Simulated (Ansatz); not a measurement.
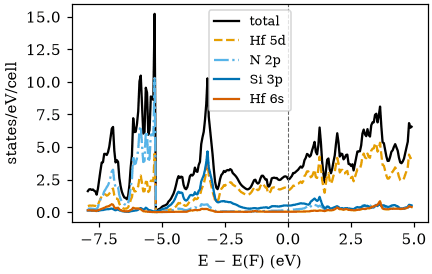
Fig. 1. Total and projected density of states of Hf2SiN in space group P6_3/mmc (No. 194; Si on 2d, Hf on 4f, N on 2a), r²SCAN (plane waves, PAW; program Ansatz)

Task: Which orbitals carry the states next to the Fermi level?

Result: Within 0.5 eV of the Fermi level: Hf 5d 68 %, Si 3p 19 %, N 2p 6 %. Projections are on Löwdin-orthogonalised atomic valence shells; empty p or d shells of many metals are not among them.

Task: Where is the tallest occupied peak in this window, and what makes it?

Result: Near -5.3 eV, about 15 states/eV per cell; the largest projected share is N 2p.

The start of the workflow was typed in or built on a structure type; neither database checked (COD, Materials Project) lists it. Whether it is the stable phase at ambient conditions was not checked. The cell was relaxed with r²SCAN under the symmetry of its start; its stability against distortions is not shown here. No spin polarisation was allowed. Scalar-relativistic: spin–orbit coupling is off unless named, which matters more the heavier the elements.

Potentials: the earlier of the program's two PAW sets.
